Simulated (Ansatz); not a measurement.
**SbAs (model cell, started as layered BN type): from the cell to its phonons**

Aim: the phonons of SbAs (model cell, started as layered BN type) at a cell relaxed beforehand at this level. After the zone centre comes a 3×3×2 q mesh on a 12×12×6 k mesh.

Main program and level: Ansatz 0.2.0; DFT LDA, scalar-relativistic, plane waves, PAW.

The structure was built from a prototype and need not be the compound's stable phase.

**1. The structure**

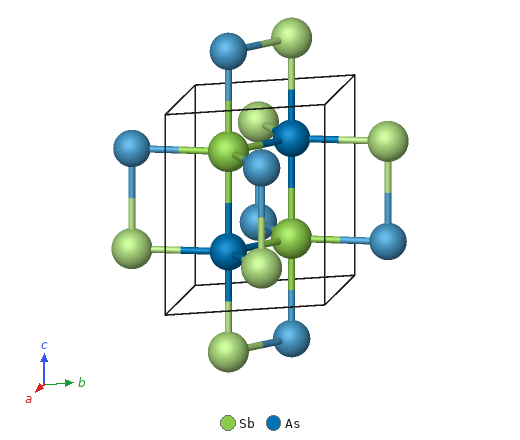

The starting structure, seen slightly off an axis (antimony green, arsenic blue). Some periodic images of atoms are drawn too.

Structure file:

```cif
data_structure
_symmetry_space_group_name_H-M 'P6_3/mmc'
_symmetry_Int_Tables_number 194
_cell_length_a 4.8143
_cell_length_b 4.8143
_cell_length_c 5.7733
_cell_angle_alpha 90.000
_cell_angle_beta 90.000
_cell_angle_gamma 120.000
_cell_volume 115.88
loop_
_atom_site_label
_atom_site_type_symbol
_atom_site_symmetry_multiplicity
_atom_site_Wyckoff_symbol
_atom_site_fract_x
_atom_site_fract_y
_atom_site_fract_z
_atom_site_occupancy
Sb1 Sb 2 c 0.33333 0.66667 0.25000 1
As1 As 2 d 0.66667 0.33333 0.25000 1
```

**2. Linear response at the zone centre**

The cell comes from relaxations at this level that are not shown. The zone centre comes first: it holds the modes that light can see, as far as symmetry allows. No field response is asked, since the mesh shows no gap.

Input file input.yaml:

```yaml
crystal:
  lattice:
    - [4.8143036723, 0.0, 0.0]
    - [-2.4071518361, 4.1693092817, 0.0]
    - [0.0, 0.0, 5.7732547121]
  atoms:
    - { symbol: Sb, position: [0.3333333333, 0.6666666667, 0.25] }
    - { symbol: Sb, position: [0.6666666667, 0.3333333333, 0.75] }
    - { symbol: As, position: [0.6666666667, 0.3333333333, 0.25] }
    - { symbol: As, position: [0.3333333333, 0.6666666667, 0.75] }
kpoints:
  mp_grid: { grid: [12, 12, 6] }
hamiltonian:
  xc: lda
scf:
  occupations: { method: methfessel_paxton, width: 0.2 }
output:
  eigenvalues: true
phonons:
  method: dfpt
```

On the command line:

```
$ ansatz run input.yaml --threads 4 --pin off --max-ram 7168MiB --backend cpu --events-out ev --progress --plain --runs-dir out
```

Numbers of over 12 decimals in the logs are rounded to 6 here.

What it wrote:

```text
zone centre: on kpoints.mp_grid the ground state, and the responses unless they are solved on pairs of k-points, stand on 172 of the mesh's 864 k-points, reduced under 4 symmetry operations, with k and −k counted as one. Each operation leaves every solved displacement unchanged or reverses it
Engine: ansatz 0.2.0, x86_64-unknown-linux-gnu
Pseudopotentials: kind: paw
Pseudopotential: Sb, paw, valence charge 15, recommended cutoff 420 eV (normal), Sb.paw.azcp
Pseudopotential: As, paw, valence charge 15, recommended cutoff 420 eV (normal), As.paw.azcp
Functional definition: SPW92
  exchange = slater_x
  correlation = pw_c
Crystal: 4 atoms, lattice volume = 115.883 Å³
Basis set: ecut = 420 eV, 2239 PW (Γ), exchange–correlation on 72×72×80 points (8 copies of the dense FFT grid, shifted against one another)
Bands: 36, of which v1, the nominal top of the filled ones, is band 30 counted from 1 (29 counted from 0)
Symmetry: 24 space group operations
k-points: 172 of 864 (irreducible under 4 space group operations, time reversal used)
Non-local potential: Sb, projectors of the file, l = 0: 2, l = 1: 2, l = 2: 2, l = 3: 2
Non-local potential: As, projectors of the file, l = 0: 2, l = 1: 2, l = 2: 3, l = 3: 1
PAW form: soft (Blöchl's): semilocal exchange-correlation on the pseudo side does not see the compensation charge
PAW frozen core: Sb, regenerated for the run's functional, and the local potential with it (the file was generated under x = pbe(κ = 0.804, μ = 0.219515), c = pbe(β = 0.066725))
PAW frozen core: As, regenerated for the run's functional, and the local potential with it (the file was generated under x = pbe(κ = 0.804, μ = 0.219515), c = pbe(β = 0.066725))
PAW one-centre angular grid: Sb, 590 points (default); XC on 64 Gauss nodes
PAW one-centre angular grid: As, 590 points (default); XC on 64 Gauss nodes
Initial density: superposition of atomic densities (neutral atoms: chi_scale 0, normalization atom), corrected by the library's trained network
Initial wavefunctions: pseudopotential atomic-orbital guess
Functional: x = slater, c = lda
SCF iter   1: F=—  HF=-22218.091899 eV  |F-HF|=—  |Δ(HF+E_count)|=         —  Δρ=5.60e-3  dr2=1.91e-2  ethr=1.77e-3  ⟨swp⟩=6.2  Hψ=24135  notcnv=0
preconditioner: auto → LDOS  [metal: Δε(μ)=0.008 eV  Ē_g=8.419 eV  σ=0.200 eV  W_gap=0.03  n_scr=22 (ndim 8)  ℏωp=15.4 eV  f_vac=0.111  D(μ)=1.99/eV (n_scr^D=8)  β→1.0]
SCF iter   2: F=—  HF=-22218.082360 eV  |F-HF|=—  |Δ(HF+E_count)|=   9.54e-3  S|Δr|=    0.00e0  Δρ=8.76e-4  dr2=8.13e-4  ethr=3.19e-5  ⟨swp⟩=2.7  Hψ=13379  notcnv=0
SCF iter   3: F=—  HF=-22218.081966 eV  |F-HF|=—  |Δ(HF+E_count)|=   3.94e-4  S|Δr|=    0.00e0  Δρ=4.67e-4  dr2=1.52e-4  ethr=1.35e-6  ⟨swp⟩=2.0  Hψ=11292  notcnv=0
SCF iter   4: F=—  HF=-22218.081829 eV  |F-HF|=—  |Δ(HF+E_count)|=   1.37e-4  S|Δr|=    0.00e0  Δρ=1.79e-4  dr2=2.67e-5  ethr=2.53e-7  ⟨swp⟩=2.0  Hψ=11248  notcnv=0
SCF iter   5: F=—  HF=-22218.081814 eV  |F-HF|=—  |Δ(HF+E_count)|=   1.49e-5  S|Δr|=    0.00e0  Δρ=2.78e-5  dr2=1.57e-6  ethr=4.46e-8  ⟨swp⟩=2.0  Hψ=9542  notcnv=0
SCF iter   6: F=—  HF=-22218.081812 eV  |F-HF|=—  |Δ(HF+E_count)|=   1.43e-6  S|Δr|=    0.00e0  Δρ=6.49e-6  dr2=1.09e-7  ethr=2.62e-9  ⟨swp⟩=2.0  Hψ=11265  notcnv=0
SCF iter   7: F=—  HF=-22218.081812 eV  |F-HF|=—  |Δ(HF+E_count)|=   4.29e-8  S|Δr|=    0.00e0  Δρ=7.63e-7  dr2=9.88e-10  ethr=1.82e-10  ⟨swp⟩=2.0  Hψ=11266  notcnv=0
SCF iter   8: F=—  HF=-22218.081812 eV  |F-HF|=—  |Δ(HF+E_count)|=  6.33e-10  S|Δr|=    0.00e0  Δρ=2.33e-7  dr2=5.94e-11  ethr=1.65e-12  ⟨swp⟩=2.0  Hψ=11387  notcnv=0
SCF iter   9: F=-22218.081812 eV  HF=-22218.081812 eV  |F-HF|=3.64e-12  |Δ(HF+E_count)|=  3.64e-12  S|Δr|=    0.00e0  Δρ=2.25e-8  dr2=5.18e-13  ethr=1.00e-12  ⟨swp⟩=8.3  Hψ=29890  notcnv=0
SCF 1 converged in 9 iterations: F = -22218.081812 eV  dr2 = 5.18e-13
  greatest PAW one-centre occupation: 0.999 electrons in one spin orbital (limit 2), on the As atom at site 3 (counted from 0), in its partial waves of l = 2
DFPT response loops at Γ: preconditioner auto → Kerker (q_TF=auto, 2.445 Å⁻¹) (partly filled bands, converged f_vac=0.117); β = 1.00, the filter's whole step (`scf.mixing.beta` (0.50) is not read by the response loops under this deck's `scf.mixing.preconditioner`; to damp them name `kerker` or `kerker_dos`, under which they read `scf.mixing.beta`, and type it under 1.00, their step now; both keys bind the ground state too); Broyden in place of MSR1
SCF converged after 9 iterations
Stability not checked: this state was not tested for a lower state beside it, because cold or Methfessel-Paxton smearing, or corrected tetrahedra, fill the levels in a way that the test cannot read (fill_not_monotonic; see scf.lower_state_search)
Free energy (F): -22218.081812 eV
Harris-Foulkes:  -22218.081812 eV  (|F-HF|=3.64e-12)
Internal energy: -22218.085187 eV  (E = F + TS)
E sigma→0 (E₀):  -22218.082656 eV
Entropy (-TS):   0.003375 eV (0.844 meV/atom)
Fermi energy:    8.552493 eV
--- Per-component energies (eV) ---
  E_band       = -915.529794
  E_kinetic    = 623.754090
  E_local      = -7500.412818  (includes V_loc(G=0)·N_el)
  E_nonlocal   = -599.266878
  E_hartree    = 3723.326869
  E_xc         = -434.179225
  E_vxc        = -354.269083  (∫ρ·V_xc dr)
  E_paw        = -12357.753230  (= ΣΔE_a)
  E_vpaw       = -531.988812  (= ΣTr[D̂ρ^β])
  E_aug_tail   = 0.000014  (compensation charges beyond the density's cutoff)
  E_ewald      = -5678.822115
  E_core_change = 5.268107  (= ΣΔE_core)
  E_smearing   = 0.003375  (= −TS)
  E_closure    = 0.000000  (closes the sum)
  Σ components = -22218.081812   (vs F -22218.081812, Δ=0.00e0)
--- Band table (eV; the first three rows and the last of 172) ---
  k-point 0: bands = [... 26 lower, 4.2957, 6.4196, 6.4482, 6.4482, 8.3762, 8.3762, 10.8988, 10.8988, ... 2 higher]
  k-point 1: bands = [... 26 lower, 4.4013, 6.2402, 6.2402, 7.1663, 8.4742, 8.4742, 10.5961, 10.5961, ... 2 higher]
  k-point 2: bands = [... 26 lower, 4.7081, 5.7428, 5.7428, 8.5228, 8.7837, 8.7837, 9.0136, 9.9515, ... 2 higher]
  k-point 171: bands = [... 26 lower, 7.1463, 7.1463, 7.8819, 7.8819, 8.8948, 8.8948, 9.6363, 9.6363, ... 2 higher]
--- Phonons (Γ-DFPT): 4 representative perturbations + reference, on 172 of 864 k-points (Σ response iterations 12) ---
  k mesh reduced under 4 symmetry operations, with k and −k counted as one. Each operation leaves every solved displacement unchanged or reverses it
  ASR residual: 4.923e-5 → 0.000e0 eV/Å²; symmetrization residual: 3.215e-5 eV/Å²
  ASR residual per site (eV/Å²): 4.92e-5 4.92e-5 4.91e-5 4.91e-5
  Γ frequencies (cm⁻¹): -126.73 0.00 0.00 0.00 22.67 22.67 71.96 89.16 89.16 140.23 140.23 158.02
  non-analytic LO–TO correction: not included (Born effective charges unavailable; polar crystals: no LO–TO splitting at Γ)
```

Wall time 45 s (4 threads of Intel Xeon 6975P-C (Granite Rapids), shared host); peak memory 2.4 GiB.

This step gave:

```
volume per atom                                         : 28.97 Å³
gap on the k-mesh                                       : 0 eV
sum-rule residual before enforcement                    : 4.92e-5 eV/Å²
point group                                             : 6/mmm
highest optical mode at the zone centre (no LO-TO term) : 158.0 cm⁻¹
lowest optical zone-centre mode                         : -126.7 cm⁻¹
```

Patterns of degenerate modes are one choice out of their space. Modes at Γ, with each element's share of the kinetic energy (negative means imaginary):

```csv
mode,frequency (cm⁻¹),symmetry,Sb %,As %
1,-126.7,A2u,38,62
2,0.0,acoustic,62,38
3,0.0,acoustic,62,38
4,0.0,acoustic,62,38
5,22.7,E2g,76,24
6,22.7,E2g,76,24
7,72.0,B1g,75,25
8,89.2,E2g,24,76
9,89.2,E2g,24,76
10,140.2,E1u,38,62
11,140.2,E1u,38,62
12,158.0,B1g,25,75
```

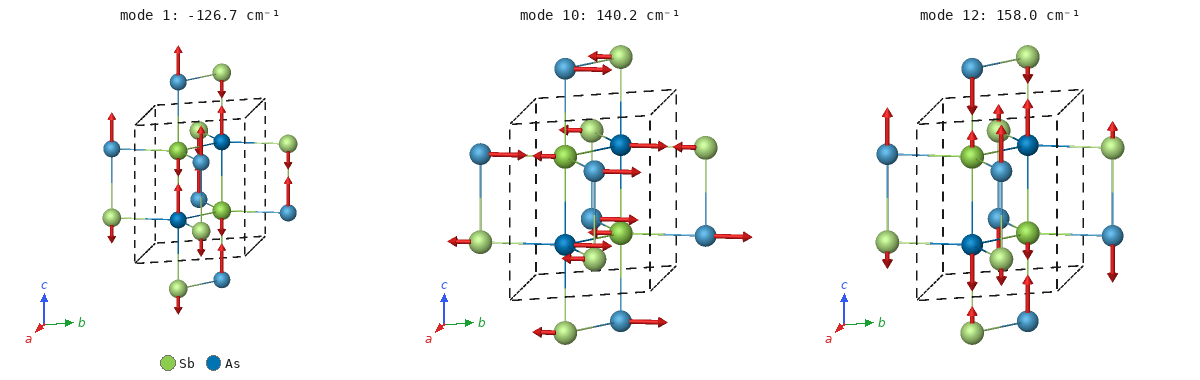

Displacement patterns of modes 1, 10 and 12 at Γ; arrows are exaggerated. Some periodic images of atoms are drawn too.

Before it was imposed, the acoustic sum rule was missed by 4.9e-5 eV/Å². Small misses are needed for a sound result but don't prove that mesh and cutoff are converged. The lowest optical mode is imaginary, 126.7i cm⁻¹, so the energy falls along it.

**3. Response at finite wavevector**

Stability and thermal properties need the whole zone. Linear response on a 3×3×2 q mesh gives force constants as far as a supercell of that size would.

input.yaml, as its differences from that of step 2:

```diff
@@ -20 +20,9 @@
   method: dfpt
+  qmesh: [3, 3, 2]
+  temperatures: { t_max: 1000, t_step: 50 }
+  qpath:
+    path:
+      - [[0.0, 0.0, 0.0], [0.5, 0.0, 0.0], [0.33333333, 0.33333333, 0.0], [0.0, 0.0, 0.0], [0.0, 0.0, 0.5], [0.5, 0.0, 0.5], [0.33333333, 0.33333333, 0.5], [0.0, 0.0, 0.5]]
+      - [[0.5, 0.0, 0.5], [0.5, 0.0, 0.0]]
+      - [[0.33333333, 0.33333333, 0.5], [0.33333333, 0.33333333, 0.0]]
+    npoints: 10
```

What it wrote:

```text
Warning: phonons: the dynamical matrix that this run interpolates holds no multipole term above the dipole-dipole one, and a site of this crystal is no centre of inversion, so its interpolated transverse optical and acoustic branches and sound speeds can stay off near Gamma, and the density of states and the thermodynamics with them. What a run solves at a wave vector of phonons.qpoints, Gamma apart, where the deck admits one, is free of this, and under fd what a larger phonons.supercell samples
[...]
Crystal: 4 atoms, lattice volume = 115.883 Å³
Basis set: ecut = 420 eV, 2239 PW (Γ), exchange–correlation on 72×72×80 points (8 copies of the dense FFT grid, shifted against one another)
Bands: 36, of which v1, the nominal top of the filled ones, is band 30 counted from 1 (29 counted from 0)
Symmetry: 24 space group operations
k-points: 76 of 864
[...]
SCF iter   1: F=—  HF=-22218.091935 eV  |F-HF|=—  |Δ(HF+E_count)|=         —  Δρ=5.59e-3  dr2=1.91e-2  ethr=1.77e-3  ⟨swp⟩=6.2  Hψ=10655  notcnv=0
[...]
SCF iter   9: F=-22218.081812 eV  HF=-22218.081812 eV  |F-HF|=0.00e0  |Δ(HF+E_count)|=  7.28e-12  S|Δr|=    0.00e0  Δρ=2.27e-8  dr2=5.26e-13  ethr=1.00e-12  ⟨swp⟩=8.2  Hψ=13150  notcnv=0
SCF 1 converged in 9 iterations: F = -22218.081812 eV  dr2 = 5.26e-13
[...]
iter 1 solved again at ethr=4.03e-7 eV; its pass at ethr=3.10e-3 eV (dr2=2.42e-4 eV) is discarded
SCF iter   1: F=—  HF=-22218.081811 eV  |F-HF|=—  |Δ(HF+E_count)|=         —  Δρ=1.51e-6  dr2=2.76e-9  ethr=4.03e-7  ⟨swp⟩=2.8  Hψ=16797  notcnv=0
eigensolver tolerance schedule: the retry pair's looser diagonalisation over-reported the residual by 87809.21 of it (diagonalisation noise at an unbounded share of the residual, at the tolerance the schedule requests for it); recorded, not acted on — ethr = c·dr2/N_el stays at c = 1.0e-1
[...]
SCF iter   2: F=—  HF=-22218.081812 eV  |F-HF|=—  |Δ(HF+E_count)|=   7.88e-7  S|Δr|=    0.00e0  Δρ=1.60e-6  dr2=3.69e-9  ethr=4.59e-12  ⟨swp⟩=3.9  Hψ=7375  notcnv=0
[...]
SCF iter   8: F=-22218.081812 eV  HF=-22218.081812 eV  |F-HF|=7.28e-12  |Δ(HF+E_count)|=    0.00e0  S|Δr|=    0.00e0  Δρ=2.70e-8  dr2=8.06e-13  ethr=1.00e-12  ⟨swp⟩=2.8  Hψ=5441  notcnv=0
SCF 2 converged in 8 iterations: F = -22218.081812 eV  dr2 = 8.06e-13
phonons: the bands overlap, so this run is a metal and interpolates without the dipole-dipole term. If the crystal is really an insulator or semiconductor, its LO-TO splitting is missing
NSCF: frozen V_eff on 76 k-points
[...]
DFPT response loops at q = (0, 0, 0) (fractional): preconditioner auto → Kerker (q_TF=auto, 2.445 Å⁻¹) (partly filled bands, converged f_vac=0.117); β = 1.00, the filter's whole step (`scf.mixing.beta` (0.50) is not read by the response loops under this deck's `scf.mixing.preconditioner`; to damp them name `kerker` or `kerker_dos`, under which they read `scf.mixing.beta`, and type it under 1.00, their step now; both keys bind the ground state too); Broyden in place of MSR1
[...]
SCF converged after 9 iterations
[...]
Free energy (F): -22218.081812 eV
[...]
Internal energy: -22218.085187 eV  (E = F + TS)
E sigma→0 (E₀):  -22218.082656 eV
Entropy (-TS):   0.003375 eV (0.844 meV/atom)
Fermi energy:    8.552493 eV
[...]
--- Band table (eV; the first three rows and the last of 76) ---
  k-point 0: bands = [... 26 lower, 4.2957, 6.4196, 6.4482, 6.4482, 8.3762, 8.3762, 10.8988, 10.8988, ... 2 higher]
  k-point 1: bands = [... 26 lower, 4.4013, 6.2402, 6.2402, 7.1663, 8.4742, 8.4742, 10.5961, 10.5961, ... 2 higher]
  k-point 2: bands = [... 26 lower, 4.7081, 5.7428, 5.7428, 8.5228, 8.7837, 8.7837, 9.0136, 9.9515, ... 2 higher]
  k-point 75: bands = [... 26 lower, 7.5592, 7.5592, 8.2612, 8.2612, 9.0965, 9.0965, 9.2543, 9.2543, ... 2 higher]
--- Phonons (Γ-DFPT): 4 representative perturbations + reference (Σ response iterations 12) ---
  ASR residual: 4.965e-5 → 0.000e0 eV/Å²; symmetrization residual: 3.205e-5 eV/Å²
  ASR residual per site (eV/Å²): 4.97e-5 4.97e-5 4.94e-5 4.94e-5
[...]
--- Phonons (arbitrary-q DFPT): 6 irreducible q on the 3×3×2 mesh ---
  q = [0.0000, 0.0000, 0.0000] (star 1, of the zone-centre solve; hermiticity 1.56e-5, symmetrization 2.43e-10): -126.73 -0.00 0.00 0.00 22.67 22.67 71.96 89.16 89.16 140.23 140.23 158.02
  q = [0.0000, 0.0000, -0.5000] (star 1, 4 solved perturbations in 496 linear systems a pass and spin channel, the states on 172 of 864 k-point pairs; hermiticity 8.80e-6, symmetrization 4.18e-8): 35.41 35.41 35.41 35.41 110.12 110.12 116.40 116.40 116.40 116.40 131.01 131.01
  q = [0.0000, 0.3333, 0.0000] (star 6, 6 solved perturbations on 312 of 864 k-point pairs; hermiticity 9.52e-6, symmetrization 3.03e-10): -52.23 -31.58 -21.20 38.08 67.08 78.65 88.65 105.15 120.89 121.03 134.04 140.38
[...]
sum rule: each row above includes the acoustic sum rule's correction from the zone centre's row sums; it moved no ω² by more than (0.42 cm⁻¹)²
  mesh force constants: q→R imaginary residual 1.57e-16; ASR residual 4.965e-5 → 0.000e0 eV/Å²; symmetrization residual 3.553e-15 eV/Å²
  interpolated dispersion: 93 rows × 12 modes
  density of states and harmonic sums: on the 15×15×12 q-mesh, interpolated from the force constants of a 3×3×2 supercell (no non-analytic term)
  largest difference from the sums on the solved wave vectors: F 1.01e-1 eV, S 1.36e-4 and C_V 3.53e-5 eV/K
  zero-point energy: 0.067328 eV/cell   skipped modes (ω ≤ 0): 197, of them read as no rigid motion or as one in doubt: 194 (1.040e0 modes/cell left out, lowest -126.73 cm⁻¹)   left out of the sums: 8.67e-2 of the cell's modes: C_V's classical limit lies that fraction below 3 k_B per atom; for a crystal, a wire or a layer, F and S can be off by more, and a phonons.interpolated_qmesh denser along its periods is the remedy for the sampling
```

Wall time 6 min (4 threads); peak memory 3.2 GiB; 23 min of CPU time.

Numbers from this step:

```yaml
sum_rule_residual_before_enforcement: 4.97e-5 eV/Å²
lowest_frequency_on_the_path: -126.7 cm⁻¹
highest_frequency_on_the_path_or_at_a_solved_wavevector: 158.0 cm⁻¹
lowest_mode_on_the_q_mesh_acoustic_modes_at_gamma_apart: -126.7 cm⁻¹
```

Frequencies (cm⁻¹) solved at each irreducible wavevector; negative means imaginary. Frequencies by wavevector, by row:

```csv
q in reciprocal lattice units,star,mode 1,mode 2,mode 3,mode 4,mode 10,mode 11,mode 12
0 0 0,1,-126.7,0,0,0,140.2,140.2,158
0 0 -0.5,1,35.4,35.4,35.4,35.4,116.4,131,131
0 0.3333 0,6,-52.2,-31.6,-21.2,38.1,121,134,140.4
0 0.3333 -0.5,6,33.8,33.8,86.3,86.3,134.8,150.7,150.7
0.3333 0.3333 0,2,-88,-19.3,25.2,56.2,119.7,140.9,140.9
0.3333 0.3333 -0.5,2,14.2,14.2,65.9,65.9,141.7,156,156
```

[end of part 1 of 2]

[Logs are printed without paths, hosts, clocks, repeated set-up lines and the standing remarks that a program may print on its own settings, such as how far it seeks lower states.]

[Hosts, paths, dates, database ids (printed as entryN), source tags and the programs' standing remarks are cut or masked in the printed files.]
